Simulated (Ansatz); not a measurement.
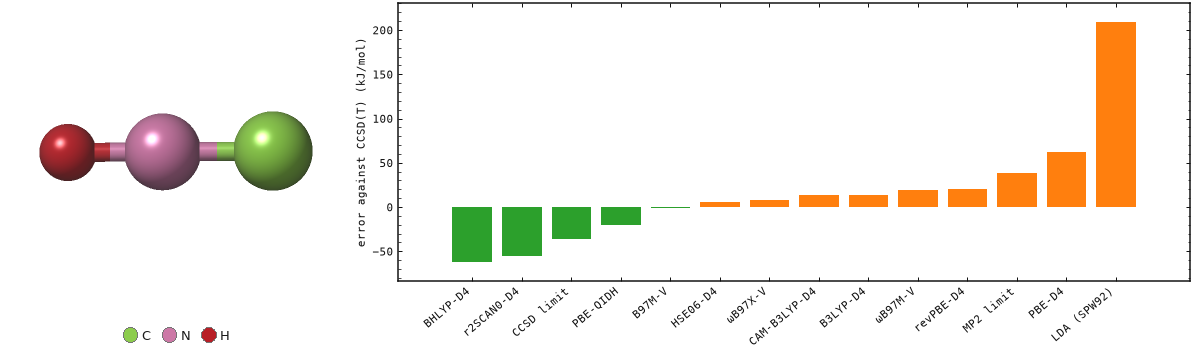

Error in the electronic atomisation energy (method less reference, so positive means overbinding) of CHN, SMILES [C-]#[NH+]: functionals in def2-TZVPP against frozen-core CCSD(T) at the limit (scheme: direct), which gives 1241.6 kJ/mol, at a PBE0-D4/def2-TZVP geometry (a minimum by its frequencies), no zero-point or spin-orbit term, the Ansatz code. The reference leaves out core correlation, a term that grows with the number of heavy atoms. PBE-QIDH holds a correlation term that converges slowly with the basis, so part of the distance to the limit is basis error. No dispersion term is added to PBE-QIDH. Limit means the basis limit.

### What range do the values span?

From −62.2 kJ/mol (BHLYP-D4) to 208.8 kJ/mol (LDA (SPW92)).

### Give the values.

```
       level  kJ/mol
    BHLYP-D4   −62.2
  r2SCAN0-D4   −55.1
  CCSD limit   −36.5
    PBE-QIDH   −20.7
      B97M-V    −0.7
    HSE06-D4     5.1
     ωB97X-V     7.6
CAM-B3LYP-D4    13.1
    B3LYP-D4    13.5
     ωB97M-V    19.1
   revPBE-D4    19.9
   MP2 limit    38.6
      PBE-D4    61.7
 LDA (SPW92)   208.8
```
